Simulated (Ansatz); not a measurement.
# Mg (P6_3/mmc, 2 atoms in the cell): from the cell to its phonons

How does Mg (P6_3/mmc, 2 atoms in the cell) vibrate, and is this structure a minimum?

Method: DFT PBEsol, scalar-relativistic, plane waves, PAW; PAW set soft_1, in Ansatz 0.2.0.

## 1. The starting structure

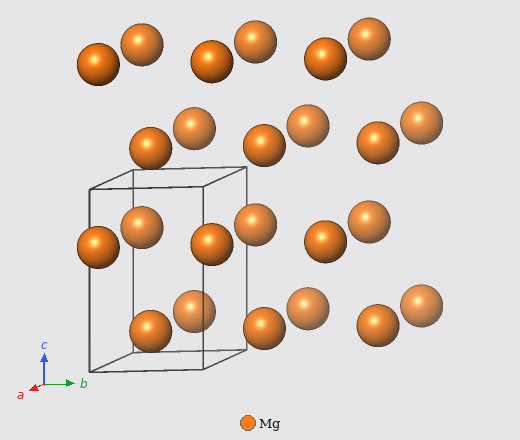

Start, viewed slightly off an axis; magnesium orange. 2×3×2 cells are drawn.

Coordinates:

```cif
data_structure
_symmetry_space_group_name_H-M 'P 1'
_symmetry_Int_Tables_number 1
_cell_length_a 3.2093
_cell_length_b 3.2093
_cell_length_c 5.2103
_cell_angle_alpha 90.000
_cell_angle_beta 90.000
_cell_angle_gamma 120.000
_cell_volume 46.47
loop_
_atom_site_label
_atom_site_type_symbol
_atom_site_fract_x
_atom_site_fract_y
_atom_site_fract_z
_atom_site_occupancy
Mg1 Mg 0.33333 0.66667 0.25000 1
Mg2 Mg 0.66667 0.33333 0.75000 1
```

## 2. Bringing the structure to rest

The cell and atoms are relaxed, since residual forces and stress would shift the frequencies.

input.yaml reads:

```yaml
crystal:
  lattice:
    - [3.2093, 0.0, 0.0]
    - [-1.60465, 2.7793353284, 0.0]
    - [0.0, 0.0, 5.2103]
  atoms:
    - { symbol: Mg, position: [0.3333333333, 0.6666666667, 0.25] }
    - { symbol: Mg, position: [0.6666666667, 0.3333333333, 0.75] }
kpoints:
  mp_grid: { grid: [15, 15, 8] }
hamiltonian:
  xc: pbesol
  pseudopotentials: { kind: paw, azcp: { folder: soft_1 }, xc_functional: pbe }
scf:
  occupations: { method: gaussian, width: 0.1 }
output:
  forces: true
  stress: true
  eigenvalues: true
relax:
  adjacent_minimum: "off"
  f_tol: 0.005
  max_steps: 80
  cell: { stress_tol: 0.05 }
```

The run is started by

```console
> ansatz run input.yaml --threads 4 --pin off --max-ram 10240MiB --backend cpu --events-out ev --progress --plain --runs-dir out
```

Numbers of over 12 decimals in the logs are rounded to 6 here.

What it wrote:

```text
Engine: ansatz 0.2.0, aarch64-unknown-linux-gnu
Pseudopotentials: kind: paw
Pseudopotential: Mg, paw, valence charge 10, recommended cutoff 420 eV (normal), soft_1/Mg.paw.azcp
Functional definition: PBEsol
  exchange = pbesol_x
  correlation = pbesol_c
Crystal: 2 atoms, lattice volume = 46.474 Å³
Basis set: ecut = 420 eV, 941 PW (Γ), exchange–correlation on 48×48×72 points (8 copies of the dense FFT grid, shifted against one another)
Bands: 14, of which v1, the nominal top of the filled ones, is band 10 counted from 1 (9 counted from 0)
Symmetry: 24 space group operations
Space group: P63/mmc (ITA 194), of the structure as read, at distance tolerance 3.6e-5 Å
k-points: 135 of 1800
Non-local potential: Mg, projectors of the file, l = 0: 3, l = 1: 2, l = 2: 1
PAW form: soft (Blöchl's): semilocal exchange-correlation on the pseudo side does not see the compensation charge
PAW frozen core: Mg, regenerated for the run's functional, and the local potential with it (the file was generated under x = pbe(κ = 0.804, μ = 0.219515), c = pbe(β = 0.066725))
PAW one-centre angular grid: Mg, 110 points (default); XC on 64 Gauss nodes
Initial density: superposition of atomic densities (chi_scale 0.1, normalization cell)
Initial wavefunctions: pseudopotential atomic-orbital guess
Functional: x = pbesol(κ = 0.804, μ = 0.123457), c = pbesol(β = 0.046)
SCF iter   1: F=—  HF=-3824.130184 eV  |F-HF|=—  |Δ(HF+E_count)|=         —  Δρ=1.38e-2  dr2=1.19e-1  ethr=3.10e-3  ⟨swp⟩=5.1  Hψ=9795  notcnv=0
preconditioner: auto → none  [metal: Δε(μ)=0.017 eV  Ē_g=6.865 eV  σ=0.100 eV  W_gap=0.10  n_scr=8 (ndim 8)  ℏωp=10.9 eV  f_vac=0.000  D(μ)=1.00/eV (n_scr^D=2)  sad-step TF]
SCF iter   2: F=—  HF=-3824.118712 eV  |F-HF|=—  |Δ(HF+E_count)|=   1.15e-2  Δρ=9.69e-3  dr2=6.06e-2  ethr=5.96e-4  ⟨swp⟩=2.0  Hψ=3343  notcnv=0  defer=3
SCF iter   3: F=—  HF=-3824.100625 eV  |F-HF|=—  |Δ(HF+E_count)|=   1.81e-2  Δρ=1.63e-3  dr2=1.67e-3  ethr=3.03e-4  ⟨swp⟩=2.0  Hψ=2397  notcnv=0  defer=3
SCF iter   4: F=—  HF=-3824.100289 eV  |F-HF|=—  |Δ(HF+E_count)|=   3.36e-4  Δρ=1.21e-4  dr2=2.70e-6  ethr=8.34e-6  ⟨swp⟩=2.7  Hψ=3275  notcnv=0  defer=3
SCF iter   5: F=—  HF=-3824.100294 eV  |F-HF|=—  |Δ(HF+E_count)|=   5.41e-6  Δρ=1.37e-5  dr2=2.53e-8  ethr=5.00e-10  ⟨swp⟩=7.1  Hψ=9503  notcnv=0
SCF iter   6: F=-3824.100294 eV  HF=-3824.100294 eV  |F-HF|=1.45e-9  |Δ(HF+E_count)|=   2.26e-8  Δρ=2.28e-6  dr2=8.13e-10  ethr=1.26e-10  ⟨swp⟩=1.4  Hψ=5726  notcnv=0
SCF 1 converged in 6 iterations: F = -3824.100294 eV  dr2 = 8.13e-10
  greatest PAW one-centre occupation: 1.000 electrons in one spin orbital (limit 2), on the Mg atom at site 1 (counted from 0), in its partial waves of l = 0
relax step   1: F+E_penalty+E_count = -3824.10029406 eV  Δ(F+E_penalty+E_count) = +0.000e0 eV  max|allowed force component| = 3.701e-17 eV/Å  Δτ_max = 0.0000 Å  P = -1.141 GPa  Ω = 46.474 Å³  (6 SCF iters, dr2 threshold 1.00e-7 eV, accepted)
Crystal: 2 atoms, lattice volume = 45.282 Å³
Basis set: ecut = 420 eV, 905 PW (Γ), exchange–correlation on 48×48×72 points (8 copies of the dense FFT grid, shifted against one another)
Initial density: handed on by an earlier stage of this run
Initial wavefunctions: those handed on with the density
iter 1 solved again at ethr=2.08e-7 eV; its pass at ethr=3.10e-3 eV (dr2=4.17e-5 eV) is discarded
SCF iter   1: F=—  HF=-3824.106411 eV  |F-HF|=—  |Δ(HF+E_count)|=         —  Δρ=2.97e-4  dr2=4.09e-5  ethr=2.08e-7  ⟨swp⟩=2.8  Hψ=15088  notcnv=0
preconditioner: auto → none  [metal: Δε(μ)=0.018 eV  Ē_g=6.962 eV  σ=0.100 eV  W_gap=0.10  n_scr=8 (ndim 8)  ℏωp=11.0 eV  f_vac=0.000  D(μ)=0.95/eV (n_scr^D=2)]
SCF iter   2: F=—  HF=-3824.106371 eV  |F-HF|=—  |Δ(HF+E_count)|=   4.00e-5  Δρ=1.43e-4  dr2=8.76e-6  ethr=2.05e-7  ⟨swp⟩=1.0  Hψ=1890  notcnv=0
SCF iter   3: F=-3824.106361 eV  HF=-3824.106361 eV  |F-HF|=8.99e-9  |Δ(HF+E_count)|=   9.68e-6  Δρ=2.12e-6  dr2=1.37e-9  ethr=1.00e-9  ⟨swp⟩=4.9  Hψ=9897  notcnv=0
SCF 2 converged in 3 iterations: F = -3824.106361 eV  dr2 = 1.37e-9
relax step   2: F+E_penalty+E_count = -3824.10636114 eV  Δ(F+E_penalty+E_count) = -6.067e-3 eV  max|allowed force component| = 8.558e-17 eV/Å  Δτ_max = 0.0000 Å  P = -0.245 GPa  Ω = 45.282 Å³  energy of the carried Pulay correction = +3.924e-5 eV  (3 SCF iters, dr2 threshold 2.00e-7 eV, accepted)
Crystal: 2 atoms, lattice volume = 44.948 Å³
Basis set: ecut = 420 eV, 857 PW (Γ), exchange–correlation on 48×48×72 points (8 copies of the dense FFT grid, shifted against one another)
iter 1 solved again at ethr=3.41e-8 eV; its pass at ethr=3.10e-3 eV (dr2=6.82e-6 eV) is discarded
SCF iter   1: F=—  HF=-3824.106793 eV  |F-HF|=—  |Δ(HF+E_count)|=         —  Δρ=1.19e-4  dr2=7.15e-6  ethr=3.41e-8  ⟨swp⟩=3.1  Hψ=14424  notcnv=0
preconditioner: auto → none  [metal: Δε(μ)=0.032 eV  Ē_g=6.989 eV  σ=0.100 eV  W_gap=0.18  n_scr=8 (ndim 8)  ℏωp=11.1 eV  f_vac=0.000  D(μ)=0.96/eV (n_scr^D=2)]
SCF iter   2: F=—  HF=-3824.106777 eV  |F-HF|=—  |Δ(HF+E_count)|=   1.60e-5  Δρ=5.60e-5  dr2=1.46e-6  ethr=3.41e-8  ⟨swp⟩=1.0  Hψ=1890  notcnv=0
SCF iter   3: F=-3824.106776 eV  HF=-3824.106776 eV  |F-HF|=6.87e-10  |Δ(HF+E_count)|=   1.03e-6  Δρ=1.51e-6  dr2=6.50e-10  ethr=1.00e-9  ⟨swp⟩=3.8  Hψ=7930  notcnv=0
SCF 3 converged in 3 iterations: F = -3824.106776 eV  dr2 = 6.50e-10
relax step   3: F+E_penalty+E_count = -3824.10677633 eV  Δ(F+E_penalty+E_count) = -4.152e-4 eV  max|allowed force component| = 6.939e-17 eV/Å  Δτ_max = 0.0000 Å  P = +0.030 GPa  Ω = 44.948 Å³  energy of the carried Pulay correction = +5.067e-5 eV  (3 SCF iters, dr2 threshold 2.00e-7 eV, accepted)
Initial wavefunctions: pseudopotential atomic-orbital guess (no wavefunctions were taken with the density)
iter 1 solved again at ethr=1.73e-8 eV; its pass at ethr=3.10e-3 eV (dr2=3.45e-6 eV) is discarded
SCF iter   1: F=—  HF=-3824.106734 eV  |F-HF|=—  |Δ(HF+E_count)|=         —  Δρ=1.17e-5  dr2=1.02e-8  ethr=1.73e-8  ⟨swp⟩=3.4  Hψ=15790  notcnv=0
SCF iter   2: F=—  HF=-3824.106723 eV  |F-HF|=—  |Δ(HF+E_count)|=   1.17e-5  Δρ=4.90e-6  dr2=1.45e-9  ethr=5.08e-11  ⟨swp⟩=2.0  Hψ=3260  notcnv=0
SCF iter   3: F=—  HF=-3824.106723 eV  |F-HF|=—  |Δ(HF+E_count)|=   3.76e-9  Δρ=1.08e-6  dr2=7.57e-11  ethr=7.24e-12  ⟨swp⟩=2.0  Hψ=3228  notcnv=0
SCF iter   4: F=-3824.106723 eV  HF=-3824.106723 eV  |F-HF|=0.00e0  |Δ(HF+E_count)|=  3.24e-10  Δρ=6.94e-8  dr2=9.06e-13  ethr=1.00e-12  ⟨swp⟩=6.5  Hψ=8757  notcnv=0
SCF 4 converged in 4 iterations: F = -3824.106723 eV  dr2 = 9.06e-13
relax step   4: F+E_penalty+E_count = -3824.10672277 eV  Δ(F+E_penalty+E_count) = +5.356e-5 eV  max|allowed force component| = 6.245e-17 eV/Å  Δτ_max = 0.0000 Å  P = +0.031 GPa  Ω = 44.948 Å³  stress off target by 3.87e-2 GPa  SCF on the basis re-selected at this cell (its energy is not comparable with the rows above)  (4 SCF iters)
basis re-selected at this cell: Δ(F+E_penalty+E_count) = +5.356e-5 eV, ΔP = +0.001 GPa vs the last step (what re-selecting the basis moved, of the pressure what is left beyond the Pulay correction that the steps carried, after the strain that the cell walked since its last selection, with what the two solves' SCF thresholds leave and, on support functions, any second-order correction that the steps lacked; it is no m [...]
SCF converged after 4 iterations
Free energy (F): -3824.106723 eV
Harris-Foulkes:  -3824.106723 eV  (|F-HF|=0.00e0)
Internal energy: -3824.101930 eV  (E = F + TS)
E sigma→0 (E₀):  -3824.104326 eV
Entropy (-TS):   -0.004793 eV (-2.397 meV/atom)
Fermi energy:    5.734847 eV
--- Per-component energies (eV) ---
  E_band       = -709.502025
  E_kinetic    = 138.606444
  E_local      = -3411.228902  (includes V_loc(G=0)·N_el)
  E_nonlocal   = 391.930047
  E_hartree    = 1161.648820
  E_xc         = -51.511063
  E_vxc        = -66.755746  (∫ρ·V_xc dr)
  E_paw        = -580.037747  (= ΣΔE_a)
  E_vpaw       = -85.351201  (= ΣTr[D̂ρ^β])
  E_aug_tail   = -0.000294  (compensation charges beyond the density's cutoff)
  E_ewald      = -1473.626959
  E_core_change = 0.117725  (= ΣΔE_core)
  E_smearing   = -0.004793  (= −TS)
  E_closure    = 0.000000  (closes the sum)
  Σ components = -3824.106723   (vs F -3824.106723, Δ=0.00e0)
--- Forces (eV/Å), atoms counted from 1 ---
  atom   1  Mg    -0.00000000     0.00000000     0.00000000
  atom   2  Mg     0.00000000    -0.00000000    -0.00000000
  max |Σ_I F_I| component: 4.63e-18 eV/Å
--- Stress (GPa, compression-positive) ---
        0.038722      -0.000000       0.000000
        0.000000       0.038722       0.000000
        0.000000       0.000000       0.017048
  P = ⅓ Tr σ = 0.0315 GPa (0.315 kbar)
--- Band table (eV; the first three rows and the last of 135) ---
  k-point 0: bands = [... 6 lower, -36.8051, -36.8051, -1.2804, 4.0930, 4.6220, 16.6430, 16.6430, 16.7716]
  k-point 1: bands = [... 6 lower, -36.8053, -36.8053, -1.1897, 3.0399, 5.8301, 16.7136, 16.7136, 16.8315]
  k-point 2: bands = [... 6 lower, -36.8060, -36.8060, -0.9184, 1.9199, 7.4152, 15.0891, 16.9180, 16.9180]
  k-point 134: bands = [... 6 lower, -36.8121, -36.8121, 5.9031, 5.9031, 6.3814, 6.3814, 7.2929, 7.2929]
--- Relaxed structure (3 steps of the walk, 3 accepted, 1 SCFs on fresh bases) ---
  F+E_penalty+E_count = -3824.10672277 eV   max|allowed force component| = 6.245e-17 eV/Å   (the final SCF, on the basis selected at the relaxed cell)
  cell:  # Å, volume = 44.9484 Å³
    - [3.187710, 0.0, 0.0]
    - [-1.593855, 2.760638, 0.0]
    - [0.0, 0.0, 5.107709]
  atoms:
    - { symbol: Mg, position: [0.333333, 0.666667, 0.25] }
    - { symbol: Mg, position: [0.666667, 0.333333, 0.75] }
```

The job ended after 4.4 s (4 threads of Arm Neoverse V1, shared host; peak memory 0.37 GiB; 16 s of CPU time).

Relaxation path:

```tsv
step	energy less that of the first step (eV)	largest force component (eV/Å)	pressure (GPa)	volume (Å³)
1	0.0000	0.0000	-1.14	46.47
2	-0.0061	0.0000	-0.24	45.28
3	-0.0065	0.0000	0.03	44.95
4*	-0.0064	0.0000	0.03	44.95
```

Relaxation steps marked * repeat the geometry before them on a plane-wave basis chosen anew for their cell, so energy and pressure can jump there.

Forces are held to the 24 operations that the run works with; a distortion that breaks them can't arise in this run.

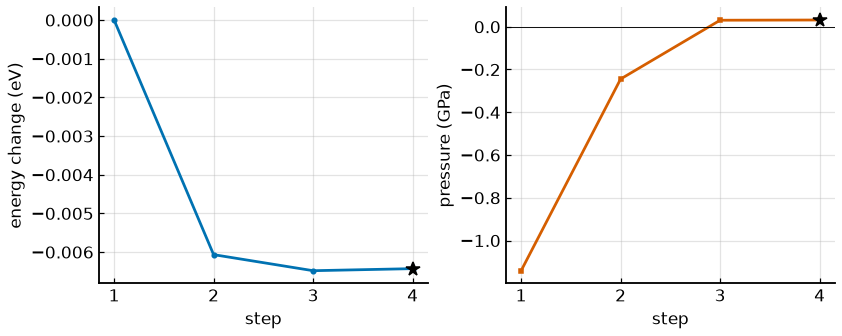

Energy and pressure along the relaxation. Stars mark steps on a basis chosen anew.

```tsv
conventional cell, symmetrised	before	after	change
a (Å)	3.209	3.188	-0.7 %
b (Å)	3.209	3.188	-0.7 %
c (Å)	5.210	5.108	-2.0 %
volume (Å³/atom)	23.24	22.47	-3.3 %
```

The relaxed structure:

```
Mg
1.0
     3.18771    0.00000    0.00000
    -1.59386    2.76064    0.00000
     0.00000    0.00000    5.10771
Mg
2
Direct
  0.33333 0.66667 0.25000
  0.66667 0.33333 0.75000
```

Numbers from this step:

```
pressure          : 0.03150 GPa
volume per atom   : 22.47 Å³
gap on the k-mesh : 0 eV
```

In this step the volume went from 23.24 to 22.47 Å³/atom.

## 3. Relaxing to small forces for the phonons

Phonons need a cell at rest on their own settings, so the relaxation is repeated with tight tolerances on forces and stress, using the mesh and the filling of the phonon run that follows.

input.yaml, the sections that differ from step 2:

```yaml
crystal:
  lattice:
    - [3.18771012, 0.0, 0.0]
    - [-1.59385506, 2.7606379438, 0.0]
    - [0.0, 0.0, 5.1077088291]
  atoms:
    - { symbol: Mg, position: [0.3333333333, 0.6666666667, 0.25] }
    - { symbol: Mg, position: [0.6666666667, 0.3333333333, 0.75] }
scf:
  occupations: { method: methfessel_paxton, width: 0.2 }
output:
  forces: true
  stress: true
  eigenvalues: true
  write_density: true
  write_potential: true
  elf: true
  volumetric_format: npy
relax:
  adjacent_minimum: "off"
  f_tol: 0.001
  max_steps: 60
  cell: { stress_tol: 0.01 }
# kpoints, hamiltonian: as in step 2
```

What it wrote:

```text
[...]
Crystal: 2 atoms, lattice volume = 44.948 Å³
Basis set: ecut = 420 eV, 857 PW (Γ), exchange–correlation on 48×48×72 points (8 copies of the dense FFT grid, shifted against one another)
Bands: 14, of which v1, the nominal top of the filled ones, is band 10 counted from 1 (9 counted from 0)
Symmetry: 24 space group operations
[...]
k-points: 135 of 1800
[...]
k-point 134: bands = [... 6 lower, -36.8187, -36.8187, 5.8921, 5.8921, 6.3739, 6.3739, 7.2776, 7.2776]
--- Relaxed structure (3 steps of the walk, 3 accepted, 1 SCFs on fresh bases) ---
[...]
cell:  # Å, volume = 44.9780 Å³
    - [3.190832, 0.0, 0.0]
    - [-1.595416, 2.763342, 0.0]
    - [0.0, 0.0, 5.101071]
  atoms:
    - { symbol: Mg, position: [0.333333, 0.666667, 0.25] }
    - { symbol: Mg, position: [0.666667, 0.333333, 0.75] }
[key lines of the parts left out:]
SCF converged after 4 iterations
Free energy (F): -3824.104957 eV
Fermi energy:    5.725745 eV
P = ⅓ Tr σ = 0.0029 GPa (0.029 kbar)
```

Wall time 4.5 s (4 threads); peak memory 0.36 GiB; 16 s of CPU time.

The steps of the relaxation:

```tsv
step	energy less that of the first step (eV)	largest force component (eV/Å)	pressure (GPa)	volume (Å³)
1	0.0000	0.0000	0.03	44.95
2	0.0000	0.0000	0.00	44.98
3	0.0000	0.0000	0.00	44.98
4*	0.0000	0.0000	0.00	44.98
```

Relaxation steps marked * repeat the geometry before them on a plane-wave basis chosen anew for their cell, so energy and pressure can jump there.

The run keeps the 24 symmetry operations that it works with, so distortions that break them were not tested.

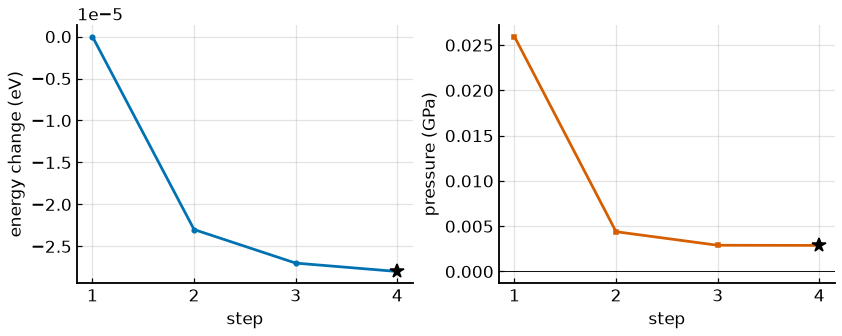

Energy and pressure along the relaxation. Stars mark steps on a basis chosen anew.

```tsv
conventional cell, symmetrised	before	after	change
a (Å)	3.188	3.191	+0.1 %
b (Å)	3.188	3.191	+0.1 %
c (Å)	5.108	5.101	-0.1 %
volume (Å³/atom)	22.47	22.49	+0.1 %
```

Final coordinates:

```
Mg
1.0
     3.19083    0.00000    0.00000
    -1.59542    2.76334    0.00000
     0.00000    0.00000    5.10107
Mg
2
Direct
  0.33333 0.66667 0.25000
  0.66667 0.33333 0.75000
```

Numbers from this step:

```
pressure        : 0.002878 GPa
volume per atom : 22.49 Å³
```

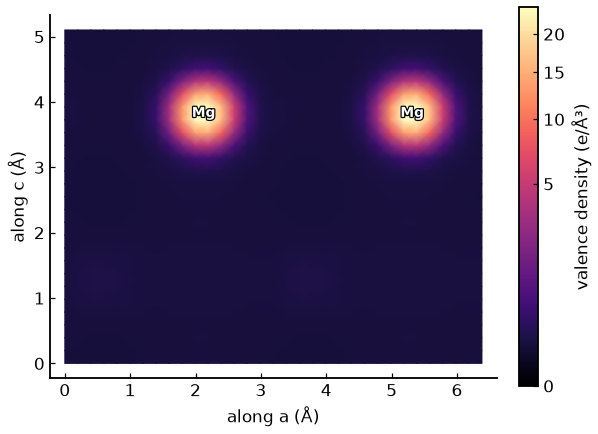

Valence density in the ac plane at fractional y = 0.333, with atoms of Mg within 0.2 Å of it. It is the smooth field of the valence electrons, not physical close to the nuclei. The colour scale is stretched toward low values.

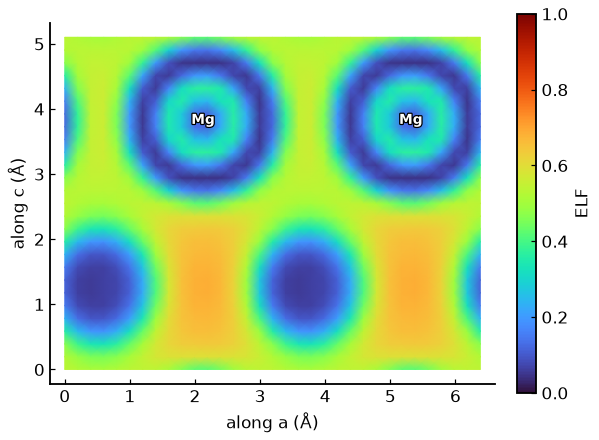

ELF in the ac plane at fractional y = 0.333, with atoms of Mg within 0.2 Å of it. It is the smooth field of the valence electrons, not physical close to the nuclei.

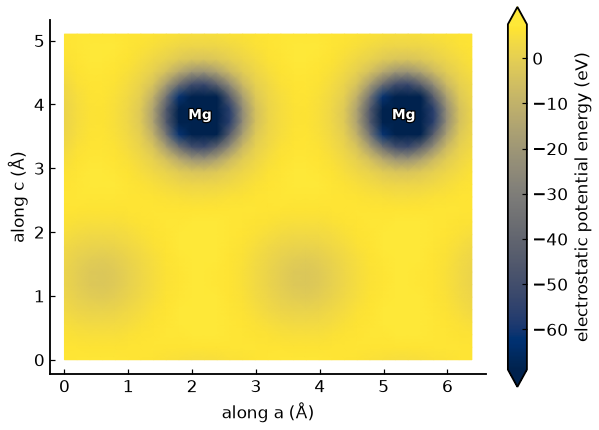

Electrostatic potential energy in the ac plane at fractional y = 0.333, with atoms of Mg within 0.2 Å of it. With pseudopotentials it is smooth inside the atoms' cores, unlike the true potential.

The forces vanish by symmetry and the pressure is 0.003 GPa, within the tolerances set. The cell now holds 22.49 Å³/atom.

[end of part 1 of 2]

[Logs are printed without paths, hosts, clocks, repeated set-up lines and the standing remarks that a program may print on its own settings, such as how far it seeks lower states.]

[Hosts, paths, dates, database ids (printed as entryN), source tags and the programs' standing remarks are cut or masked in the printed files.]
